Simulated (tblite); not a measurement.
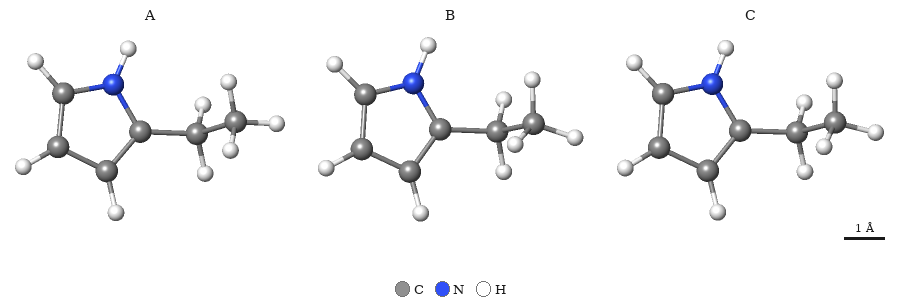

3 geometries from one relaxation of C6H9N, in shuffled order. Style: ball-and-stick. Shown from a free direction.

Theory: GFN2-xTB geometry optimisation, gas phase (tblite 0.8.0). 

### Put them in the order of the run, from the start to the converged end.

B, C, A. They are steps 0, 22, 62, at +0.416 eV, +0.016 eV relative to the last. After 62 geometry steps the energy has fallen by 0.416 eV. The atom that moves furthest after the best rigid fit is an H atom (0.42 Å). By element the largest moves are H 0.42 Å, C 0.11 Å, N 0.03 Å. Near-neighbour distances that change, for instance: H–N 1.065 → 1.006 Å, C–C 1.371 → 1.410 Å, C–N 1.327 → 1.360 Å, C–H 1.119 → 1.094 Å. Bond angles that change, for instance: C–C–H 104.3° → 110.7°, H–C–H 114.1° → 108.7°, C–C–C 127.0° → 131.0°.
